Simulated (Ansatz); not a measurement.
**BF2HO: geometry and frequencies at several levels**

The task, for BF2HO: geometry and frequencies at several levels.

Method: the levels named in each step, in Ansatz 0.2.0.

### Step 1. The structure to begin with

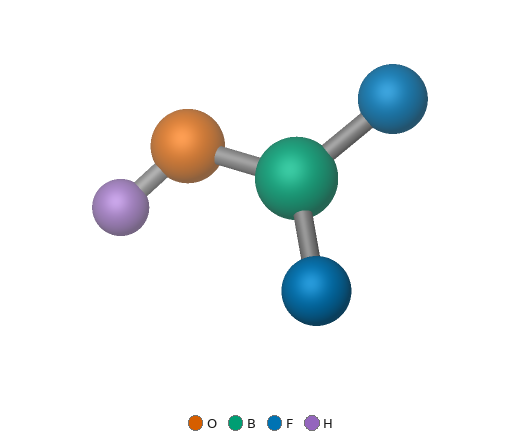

The starting structure, seen from a chosen angle (oxygen orange, boron teal, fluorine blue, hydrogen purple).

Coordinates:

```xyz
5

O     1.2883   -0.4812    0.0427
B     0.0504   -0.0281    0.0014
F    -0.9702   -0.8523   -0.0703
F    -0.2493    1.2649    0.0285
H     1.9952    0.1626    0.0952
```

### Step 2. A rough first relaxation, PBE-D4/def2-SVP

This run stands in another session on the same molecule. It ended at:

```xyz
5

O     1.3052   -0.5150    0.0425
B     0.0417   -0.0284    0.0010
F    -0.9824   -0.8733   -0.0715
F    -0.2180    1.2864    0.0306
H     1.9680    0.1962    0.0950
```

### Step 3. Relaxation, PBE0-D4/def2-TZVPP

This run stands in another session on the same molecule. It ended at:

```xyz
5

O     1.2987   -0.5024    0.0428
B     0.0416   -0.0244    0.0012
F    -0.9692   -0.8657   -0.0708
F    -0.2232    1.2759    0.0301
H     1.9666    0.1825    0.0943
```

### Step 4. Frequencies, PBE0-D4/def2-TZVPP

The input, input.yaml:

```yaml
crystal:
  periodic: [false, false, false]
  atoms:
    - { symbol: O, position_ang: [1.29868884, -0.50241187, 0.04276954] }
    - { symbol: B, position_ang: [0.04159496, -0.02441152, 0.00116916] }
    - { symbol: F, position_ang: [-0.96919586, -0.86574163, -0.07080408] }
    - { symbol: F, position_ang: [-0.22322349, 1.27592439, 0.03007118] }
    - { symbol: H, position_ang: [1.96656555, 0.18249063, 0.0943342] }
basis:
  gaussian: { orbitals: def2-TZVPP }
hamiltonian:
  xc: pbe0
  dispersion: d4
phonons: {}
```

The run is started by

```console
$ ansatz run input.yaml --threads 2 --pin off --max-ram 5120MiB --backend cpu --events-out ev --progress --plain --runs-dir out
```

What it wrote, shortened:

```text
Warning: RAYON_NUM_THREADS=2 ignored (pool sized by the plan → 2); use --threads N
[...]
Functional definition: PBE0
[...]
691 factors; their error is unknown
[...]
mean field -8173.57074105 eV, -300.3731844885 hartree, gradient 4.9e-5 eV, S^2 0.000000; 0 other end points of the search recorded, 0 dependent functions left out
[...]
reference -8173.57076564 eV, -300.3731853920 hartree; 16, 16 occupied and 122, 122 virtual orbitals, 691 factors
[...]
691 factors; their error is unknown
[...]
mean field -8173.57053813 eV, -300.3731770313 hartree, gradient 2.4e-6 eV, S^2 0.000000; 0 other end points of the search recorded, 0 dependent functions left out
[...]
reference -8173.57056271 eV, -300.3731779345 hartree; 16, 16 occupied and 122, 122 virtual orbitals, 691 factors
[...]
691 factors; their error is unknown
mean field -8173.57052722 eV, -300.3731766302 hartree, gradient 2.4e-6 eV, S^2 0.000000; 0 other end points of the search recorded, 0 dependent functions left out
[...]
reference -8173.57055181 eV, -300.3731775340 hartree; 16, 16 occupied and 122, 122 virtual orbitals, 691 factors
[...]
691 factors; their error is unknown
[...]
mean field -8173.57061324 eV, -300.3731797915 hartree, gradient 2.4e-6 eV, S^2 0.000000; 0 other end points of the search recorded, 0 dependent functions left out
[...]
reference -8173.57063782 eV, -300.3731806948 hartree; 16, 16 occupied and 122, 122 virtual orbitals, 691 factors
[...]
691 factors; their error is unknown
[...]
691 factors; their error is unknown
mean field -8173.57065599 eV, -300.3731813626 hartree, gradient 2.4e-6 eV, S^2 0.000000; 0 other end points of the search recorded, 0 dependent functions left out
[...]
reference -8173.57068057 eV, -300.3731822659 hartree; 16, 16 occupied and 122, 122 virtual orbitals, 691 factors
[...]
691 factors; their error is unknown
mean field -8173.57073752 eV, -300.3731843585 hartree, gradient 1.9e-6 eV, S^2 0.000000; 0 other end points of the search recorded, 0 dependent functions left out
[...]
reference -8173.57076210 eV, -300.3731852620 hartree; 16, 16 occupied and 122, 122 virtual orbitals, 691 factors
[...]
691 factors; their error is unknown
mean field -8173.57073743 eV, -300.3731843551 hartree, gradient 1.9e-6 eV, S^2 0.000000; 0 other end points of the search recorded, 0 dependent functions left out
[...]
reference -8173.57076201 eV, -300.3731852586 hartree; 16, 16 occupied and 122, 122 virtual orbitals, 691 factors
Total energy: -8173.61470170 eV, -300.3748000124 hartree
Atom 0 at     1.298689    -0.502412     0.042770 Å, force     0.000291    -0.000180     0.000036 eV/Å
Atom 1 at     0.041595    -0.024412     0.001169 Å, force     0.000204     0.001049    -0.000167 eV/Å
Atom 2 at    -0.969196    -0.865742    -0.070804 Å, force    -0.000109    -0.000320     0.000071 eV/Å
Atom 3 at    -0.223223     1.275924     0.030071 Å, force    -0.000179    -0.000291     0.000043 eV/Å
Atom 4 at     1.966566     0.182491     0.094334 Å, force    -0.000207    -0.000258     0.000017 eV/Å
Dipole moment:     0.361552     0.198485     0.022521 e Å
Vibrations: 442.42 477.76 542.23 687.00 893.13 1008.24 1451.13 1508.86 3921.75 cm⁻¹, zero-point energy 0.677729 eV
```

Wall time 44 s (2 threads of Arm Neoverse V1, shared host); peak memory 0.2 GiB.

Harmonic frequencies (cm⁻¹; negative: imaginary): 442, 478, 542, 687, 893, 1008, 1451, 1509, 3922.

### Step 5. Relaxation, PBE-D4/def2-TZVPP

Changes to input.yaml since step 4:

```diff
@@ -11,4 +11,6 @@
 hamiltonian:
-  xc: pbe0
+  xc: pbe
   dispersion: d4
-phonons: {}
+relax:
+  f_tol: 0.002
+  max_steps: 150
```

The run is started by

```console
$ ansatz run input.yaml --threads 2 --pin off --max-ram 5120MiB --backend cpu --events-out ev --progress --plain --runs-dir out
```

What it wrote, shortened:

```text
Warning: RAYON_NUM_THREADS=2 ignored (pool sized by the plan → 2); use --threads N
[...]
Functional definition: PBE
[...]
691 factors; their error is unknown
[...]
mean field -8173.42972240 eV, -300.3680021487 hartree, gradient 3.8e-5 eV, S^2 0.000000; 0 other end points of the search recorded, 0 dependent functions left out
[...]
reference -8173.42975782 eV, -300.3680034502 hartree; 16, 16 occupied and 122, 122 virtual orbitals, 691 factors
relax step   1: F+E_penalty+E_count = -8173.48355444 eV  Δ(F+E_penalty+E_count) = +0.000e0 eV  max|allowed force component| = 7.115e-1 eV/Å  Δτ_max = 0.0000 Å  (27 SCF iters, accepted)
[...]
relax step   5: F+E_penalty+E_count = -8173.50084471 eV  Δ(F+E_penalty+E_count) = -4.194e-5 eV  max|allowed force component| = 1.092e-2 eV/Å  Δτ_max = 0.0012 Å  (31 SCF iters, accepted)
[...]
relax step   6: F+E_penalty+E_count = -8173.50084666 eV  Δ(F+E_penalty+E_count) = -1.950e-6 eV  max|allowed force component| = 2.218e-4 eV/Å  Δτ_max = 0.0004 Å  (20 SCF iters, accepted)
691 factors; their error is unknown
[...]
mean field -8173.44712573 eV, -300.3686417092 hartree, gradient 5.6e-5 eV, S^2 0.000000; 1 other end points of the search recorded, 0 dependent functions left out
[...]
reference -8173.44716111 eV, -300.3686430092 hartree; 16, 16 occupied and 122, 122 virtual orbitals, 691 factors
Total energy: -8173.50088204 eV, -300.3706172169 hartree
Atom 0 at     1.306946    -0.511900     0.042828 Å, force     0.000126     0.000188     0.000014 eV/Å
Atom 1 at     0.039875    -0.024540     0.001072 Å, force     0.000089    -0.000005     0.000022 eV/Å
Atom 2 at    -0.981303    -0.875215    -0.071634 Å, force    -0.000013    -0.000057    -0.000012 eV/Å
Atom 3 at    -0.227319     1.290293     0.030338 Å, force    -0.000059     0.000096    -0.000004 eV/Å
Atom 4 at     1.976230     0.187212     0.094935 Å, force    -0.000144    -0.000222    -0.000021 eV/Å
Dipole moment:     0.357824     0.192784     0.022171 e Å
```

It took 10 s on 2 threads of Arm Neoverse V1, shared host; peak memory 0.18 GiB.

The steps of the relaxation:

| step | energy from step 1 (eV) | largest force component (eV/Å) |
| --- | --- | --- |
| 1 | 0.0000 | 0.7115 |
| 2 | -0.0148 | 0.2746 |
| 3 | -0.0172 | 0.0441 |
| 4 | -0.0172 | 0.0603 |
| 5 | -0.0173 | 0.0109 |
| 6 | -0.0173 | 0.0002 |

Step 1 is the start.

Before: Bond lengths: O1–B2 1.346 Å, B2–F3 1.317 Å, B2–F4 1.327 Å, O1–H5 0.958 Å. Angles: O1–B2–F3 119.5°, O1–B2–F4 122.3°, F3–B2–F4 118.3°, B2–O1–H5 113.5°.

After: Bond lengths: O1–B2 1.358 Å, B2–F3 1.331 Å, B2–F4 1.342 Å, O1–H5 0.969 Å. Angles: O1–B2–F3 119.2°, O1–B2–F4 122.5°, F3–B2–F4 118.3°, B2–O1–H5 112.8°.

### Step 6. Frequencies, PBE-D4/def2-TZVPP

The input, input.yaml:

```yaml
crystal:
  periodic: [false, false, false]
  atoms:
    - { symbol: O, position_ang: [1.30694597, -0.5119001, 0.04282838] }
    - { symbol: B, position_ang: [0.03987535, -0.0245395, 0.00107235] }
    - { symbol: F, position_ang: [-0.9813027, -0.87521468, -0.07163362] }
    - { symbol: F, position_ang: [-0.22731872, 1.29029257, 0.03033794] }
    - { symbol: H, position_ang: [1.9762301, 0.18721171, 0.09493494] }
basis:
  gaussian: { orbitals: def2-TZVPP }
hamiltonian:
  xc: pbe
  dispersion: d4
phonons: {}
```

The run is started by

```console
$ ansatz run input.yaml --threads 2 --pin off --max-ram 5120MiB --backend cpu --events-out ev --progress --plain --runs-dir out
```

What it wrote, shortened:

```text
Warning: RAYON_NUM_THREADS=2 ignored (pool sized by the plan → 2); use --threads N
[...]
[... 1 set-up line as earlier in the session ...]
[...]
691 factors; their error is unknown
[...]
mean field -8173.44712615 eV, -300.3686417246 hartree, gradient 4.1e-5 eV, S^2 0.000000; 0 other end points of the search recorded, 0 dependent functions left out
[...]
reference -8173.44716153 eV, -300.3686430248 hartree; 16, 16 occupied and 122, 122 virtual orbitals, 691 factors
[...]
691 factors; their error is unknown
mean field -8173.44694342 eV, -300.3686350095 hartree, gradient 1.6e-6 eV, S^2 0.000000; 0 other end points of the search recorded, 0 dependent functions left out
[...]
reference -8173.44697879 eV, -300.3686363092 hartree; 16, 16 occupied and 122, 122 virtual orbitals, 691 factors
[...]
691 factors; their error is unknown
[...]
691 factors; their error is unknown
mean field -8173.44712274 eV, -300.3686415993 hartree, gradient 2.2e-6 eV, S^2 0.000000; 0 other end points of the search recorded, 0 dependent functions left out
[...]
reference -8173.44715812 eV, -300.3686428995 hartree; 16, 16 occupied and 122, 122 virtual orbitals, 691 factors
Total energy: -8173.50088246 eV, -300.3706172325 hartree
Atom 0 at     1.306946    -0.511900     0.042828 Å, force     0.000120     0.000183     0.000013 eV/Å
Atom 1 at     0.039875    -0.024539     0.001072 Å, force     0.000094    -0.000014     0.000022 eV/Å
Atom 2 at    -0.981303    -0.875215    -0.071634 Å, force    -0.000007    -0.000047    -0.000011 eV/Å
Atom 3 at    -0.227319     1.290293     0.030338 Å, force    -0.000066     0.000097    -0.000004 eV/Å
Atom 4 at     1.976230     0.187212     0.094935 Å, force    -0.000141    -0.000219    -0.000020 eV/Å
Dipole moment:     0.357824     0.192784     0.022171 e Å
Vibrations: 425.93 459.39 532.24 657.49 856.10 979.69 1387.74 1447.93 3762.57 cm⁻¹, zero-point energy 0.651479 eV
```

It took 27 s on 2 threads of Arm Neoverse V1, shared host; peak memory 0.13 GiB.

Harmonic frequencies (cm⁻¹; negative: imaginary): 426, 459, 532, 657, 856, 980, 1388, 1448, 3763.

### Step 7. Relaxation, r2SCAN-D4/def2-TZVPP

The input, input.yaml:

```yaml
crystal:
  periodic: [false, false, false]
  atoms:
    - { symbol: O, position_ang: [1.29868884, -0.50241187, 0.04276954] }
    - { symbol: B, position_ang: [0.04159496, -0.02441152, 0.00116916] }
    - { symbol: F, position_ang: [-0.96919586, -0.86574163, -0.07080408] }
    - { symbol: F, position_ang: [-0.22322349, 1.27592439, 0.03007118] }
    - { symbol: H, position_ang: [1.96656555, 0.18249063, 0.0943342] }
basis:
  gaussian: { orbitals: def2-TZVPP }
hamiltonian:
  xc: r2scan
  dispersion: d4
relax:
  f_tol: 0.002
  max_steps: 150
```

The run is started by

```console
$ ansatz run input.yaml --threads 2 --pin off --max-ram 5120MiB --backend cpu --events-out ev --progress --plain --runs-dir out
```

What it wrote, shortened:

```text
Warning: RAYON_NUM_THREADS=2 ignored (pool sized by the plan → 2); use --threads N
[...]
Functional definition: r2SCAN
[...]
691 factors; their error is unknown
[...]
mean field -8178.24554245 eV, -300.5449802710 hartree, gradient 2.5e-5 eV, S^2 0.000000; 0 other end points of the search recorded, 0 dependent functions left out
[...]
reference -8178.24555267 eV, -300.5449806467 hartree; 16, 16 occupied and 122, 122 virtual orbitals, 691 factors
relax step   1: F+E_penalty+E_count = -8178.25798018 eV  Δ(F+E_penalty+E_count) = +0.000e0 eV  max|allowed force component| = 1.714e-1 eV/Å  Δτ_max = 0.0000 Å  (27 SCF iters, accepted)
[...]
relax step   5: F+E_penalty+E_count = -8178.25899057 eV  Δ(F+E_penalty+E_count) = -5.429e-6 eV  max|allowed force component| = 2.468e-3 eV/Å  Δτ_max = 0.0003 Å  (19 SCF iters, accepted)
[...]
relax step   6: F+E_penalty+E_count = -8178.25899064 eV  Δ(F+E_penalty+E_count) = -7.515e-8 eV  max|allowed force component| = 6.419e-5 eV/Å  Δτ_max = 0.0000 Å  (17 SCF iters, accepted)
691 factors; their error is unknown
[...]
mean field -8178.24655425 eV, -300.5450174541 hartree, gradient 2.6e-5 eV, S^2 0.000000; 1 other end points of the search recorded, 0 dependent functions left out
[...]
reference -8178.24656447 eV, -300.5450178296 hartree; 16, 16 occupied and 122, 122 virtual orbitals, 691 factors
Total energy: -8178.25900086 eV, -300.5454748587 hartree
Atom 0 at     1.300988    -0.505483     0.042766 Å, force    -0.000064    -0.000035    -0.000012 eV/Å
Atom 1 at     0.041419    -0.024378     0.001148 Å, force     0.000013    -0.000011     0.000011 eV/Å
Atom 2 at    -0.971651    -0.867634    -0.070963 Å, force     0.000030     0.000009    -0.000000 eV/Å
Atom 3 at    -0.224018     1.279289     0.030142 Å, force    -0.000011     0.000009    -0.000005 eV/Å
Atom 4 at     1.967691     0.184056     0.094447 Å, force     0.000032     0.000027     0.000006 eV/Å
Dipole moment:     0.357782     0.197659     0.022320 e Å
```

Wall time 18 s (2 threads of Arm Neoverse V1, shared host); peak memory 0.2 GiB.

Step by step:

| step | energy from step 1 (eV) | largest force component (eV/Å) |
| --- | --- | --- |
| 1 | 0.0000 | 0.1714 |
| 2 | -0.0009 | 0.0685 |
| 3 | -0.0010 | 0.0142 |
| 4 | -0.0010 | 0.0218 |
| 5 | -0.0010 | 0.0025 |
| 6 | -0.0010 | 0.0001 |

Step 1 is the start.

Before: Bond lengths: O1–B2 1.346 Å, B2–F3 1.317 Å, B2–F4 1.327 Å, O1–H5 0.958 Å. Angles: O1–B2–F3 119.5°, O1–B2–F4 122.3°, F3–B2–F4 118.3°, B2–O1–H5 113.5°.

After: Bond lengths: O1–B2 1.349 Å, B2–F3 1.320 Å, B2–F4 1.331 Å, O1–H5 0.961 Å. Angles: O1–B2–F3 119.4°, O1–B2–F4 122.3°, F3–B2–F4 118.3°, B2–O1–H5 113.2°.

### Step 8. Frequencies, r2SCAN-D4/def2-TZVPP

The input, input.yaml:

```yaml
crystal:
  periodic: [false, false, false]
  atoms:
    - { symbol: O, position_ang: [1.30098819, -0.5054832, 0.04276587] }
    - { symbol: B, position_ang: [0.04141874, -0.02437847, 0.00114839] }
    - { symbol: F, position_ang: [-0.97165065, -0.86763382, -0.07096337] }
    - { symbol: F, position_ang: [-0.22401753, 1.27928921, 0.03014211] }
    - { symbol: H, position_ang: [1.96769124, 0.18405628, 0.09444699] }
basis:
  gaussian: { orbitals: def2-TZVPP }
hamiltonian:
  xc: r2scan
  dispersion: d4
phonons: {}
```

The run is started by

```console
$ ansatz run input.yaml --threads 2 --pin off --max-ram 5120MiB --backend cpu --events-out ev --progress --plain --runs-dir out
```

What it wrote, shortened:

```text
Warning: RAYON_NUM_THREADS=2 ignored (pool sized by the plan → 2); use --threads N
[...]
[... 1 set-up line as earlier in the session ...]
[...]
691 factors; their error is unknown
[...]
mean field -8178.24655451 eV, -300.5450174637 hartree, gradient 2.6e-5 eV, S^2 0.000000; 0 other end points of the search recorded, 0 dependent functions left out
[...]
reference -8178.24656473 eV, -300.5450178393 hartree; 16, 16 occupied and 122, 122 virtual orbitals, 691 factors
[...]
691 factors; their error is unknown
mean field -8178.24635265 eV, -300.5450100453 hartree, gradient 2.2e-6 eV, S^2 0.000000; 0 other end points of the search recorded, 0 dependent functions left out
[...]
reference -8178.24636286 eV, -300.5450104208 hartree; 16, 16 occupied and 122, 122 virtual orbitals, 691 factors
[...]
691 factors; their error is unknown
[...]
691 factors; their error is unknown
mean field -8178.24651045 eV, -300.5450158446 hartree, gradient 2.2e-6 eV, S^2 0.000000; 0 other end points of the search recorded, 0 dependent functions left out
[...]
reference -8178.24652068 eV, -300.5450162202 hartree; 16, 16 occupied and 122, 122 virtual orbitals, 691 factors
Total energy: -8178.25900113 eV, -300.5454748683 hartree
Atom 0 at     1.300988    -0.505483     0.042766 Å, force    -0.000055    -0.000035    -0.000004 eV/Å
Atom 1 at     0.041419    -0.024378     0.001148 Å, force    -0.000030     0.000012    -0.000001 eV/Å
Atom 2 at    -0.971651    -0.867634    -0.070963 Å, force     0.000045     0.000006     0.000002 eV/Å
Atom 3 at    -0.224018     1.279289     0.030142 Å, force     0.000005    -0.000010    -0.000000 eV/Å
Atom 4 at     1.967691     0.184056     0.094447 Å, force     0.000035     0.000026     0.000002 eV/Å
Dipole moment:     0.357782     0.197659     0.022322 e Å
Vibrations: 442.16 476.96 544.81 679.26 883.54 1007.11 1433.93 1492.63 3865.59 cm⁻¹, zero-point energy 0.671126 eV
```

Run time: 34 s. Hardware: 2 threads of Arm Neoverse V1, shared host; peak memory 0.14 GiB.

Harmonic frequencies (cm⁻¹; negative: imaginary): 442, 477, 545, 679, 884, 1007, 1434, 1493, 3866.

### Step 9. Relaxation, B3LYP-D4/def2-TZVPP

The input, input.yaml:

```yaml
crystal:
  periodic: [false, false, false]
  atoms:
    - { symbol: O, position_ang: [1.29868884, -0.50241187, 0.04276954] }
    - { symbol: B, position_ang: [0.04159496, -0.02441152, 0.00116916] }
    - { symbol: F, position_ang: [-0.96919586, -0.86574163, -0.07080408] }
    - { symbol: F, position_ang: [-0.22322349, 1.27592439, 0.03007118] }
    - { symbol: H, position_ang: [1.96656555, 0.18249063, 0.0943342] }
basis:
  gaussian: { orbitals: def2-TZVPP }
hamiltonian:
  xc: { name: B3LYP }
  dispersion: d4
relax:
  f_tol: 0.002
  max_steps: 150
```

The run is started by

```console
$ ansatz run input.yaml --threads 2 --pin off --max-ram 5120MiB --backend cpu --events-out ev --progress --plain --runs-dir out
```

What it wrote, shortened:

```text
Warning: RAYON_NUM_THREADS=2 ignored (pool sized by the plan → 2); use --threads N
[...]
Functional definition: B3LYP
[...]
691 factors; their error is unknown
[...]
mean field -8182.01928933 eV, -300.6836629109 hartree, gradient 4.2e-5 eV, S^2 0.000000; 0 other end points of the search recorded, 0 dependent functions left out
[...]
reference -8182.01948302 eV, -300.6836700289 hartree; 16, 16 occupied and 122, 122 virtual orbitals, 691 factors
relax step   1: F+E_penalty+E_count = -8182.10627147 eV  Δ(F+E_penalty+E_count) = +0.000e0 eV  max|allowed force component| = 2.369e-1 eV/Å  Δτ_max = 0.0000 Å  (27 SCF iters, accepted)
[...]
relax step   6: F+E_penalty+E_count = -8182.10815592 eV  Δ(F+E_penalty+E_count) = -1.903e-5 eV  max|allowed force component| = 8.546e-3 eV/Å  Δτ_max = 0.0010 Å  (23 SCF iters, accepted)
[...]
relax step   7: F+E_penalty+E_count = -8182.10816667 eV  Δ(F+E_penalty+E_count) = -1.075e-5 eV  max|allowed force component| = 7.151e-4 eV/Å  Δτ_max = 0.0017 Å  (31 SCF iters, accepted)
691 factors; their error is unknown
[...]
mean field -8182.02126346 eV, -300.6837354590 hartree, gradient 6.7e-5 eV, S^2 0.000000; 1 other end points of the search recorded, 0 dependent functions left out
[...]
reference -8182.02145731 eV, -300.6837425827 hartree; 16, 16 occupied and 122, 122 virtual orbitals, 691 factors
Total energy: -8182.10836052 eV, -300.6869362167 hartree
Atom 0 at     1.300243    -0.500969     0.042890 Å, force     0.000056     0.000021    -0.000028 eV/Å
Atom 1 at     0.039843    -0.023592     0.001109 Å, force    -0.000390    -0.000715    -0.000102 eV/Å
Atom 2 at    -0.973399    -0.869396    -0.071110 Å, force     0.000350     0.000271     0.000066 eV/Å
Atom 3 at    -0.229023     1.280893     0.029971 Å, force    -0.000142     0.000478     0.000017 eV/Å
Atom 4 at     1.976766     0.178914     0.094680 Å, force     0.000126    -0.000055     0.000047 eV/Å
Dipole moment:     0.367556     0.196759     0.022727 e Å
```

Wall time 15 s (2 threads of Arm Neoverse V1, shared host); peak memory 0.2 GiB.

The steps of the relaxation:

| step | energy from step 1 (eV) | largest force component (eV/Å) |
| --- | --- | --- |
| 1 | 0.0000 | 0.2369 |
| 2 | -0.0016 | 0.0908 |
| 3 | -0.0019 | 0.0200 |
| 4 | -0.0019 | 0.0237 |
| 5 | -0.0019 | 0.0329 |
| 6 | -0.0019 | 0.0085 |
| 7 | -0.0019 | 0.0007 |

Step 1 is the start. Step 5 was tried and not accepted.

Before: Bond lengths: O1–B2 1.346 Å, B2–F3 1.317 Å, B2–F4 1.327 Å, O1–H5 0.958 Å. Angles: O1–B2–F3 119.5°, O1–B2–F4 122.3°, F3–B2–F4 118.3°, B2–O1–H5 113.5°.

After: Bond lengths: O1–B2 1.348 Å, B2–F3 1.322 Å, B2–F4 1.332 Å, O1–H5 0.961 Å. Angles: O1–B2–F3 119.5°, O1–B2–F4 122.3°, F3–B2–F4 118.2°, B2–O1–H5 114.2°.

(Part 1 of 2 ends here.)
